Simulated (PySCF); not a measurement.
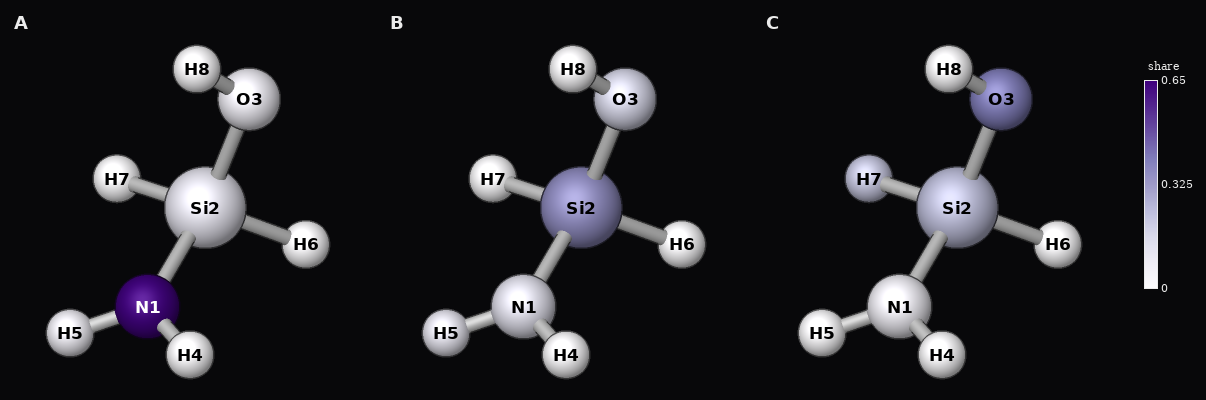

Each panel colours the atoms by their Löwdin share in one orbital (up to four of the largest shares; other atoms are shown as zero). Computed geometry: PBE0-D3(BJ)/def2-SVP optimisation. No frequency run is at hand to confirm it as a minimum. Method: PBE0/def2-SVPD (PySCF 2.14.0).

> The panels show the HOMO−1, HOMO, LUMO, in some order. Which is which?

A: HOMO, −7.67 eV; N1 0.64, Si2 0.10, O3 0.07, H5 0.06
B: LUMO, 0.29 eV; Si2 0.36, O3 0.16, N1 0.12, H5 0.10
C: HOMO−1, −8.73 eV; O3 0.40, Si2 0.23, H7 0.21, N1 0.06
